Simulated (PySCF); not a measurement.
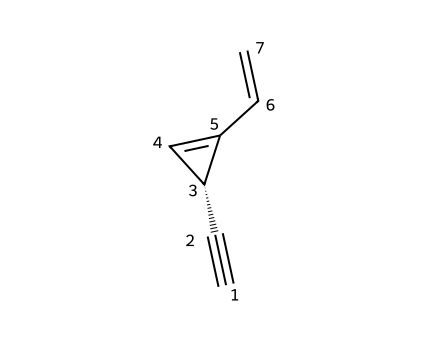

A structural formula, with wedges where it has stereocentres; small numbers name the atoms. The configuration is that of a computed structure (PBE0-D3(BJ)/def2-SVP).

### Assign CIP descriptors.

C3: S.

### Write the isomeric SMILES.

C#C[C@@H]1C=C1C=C
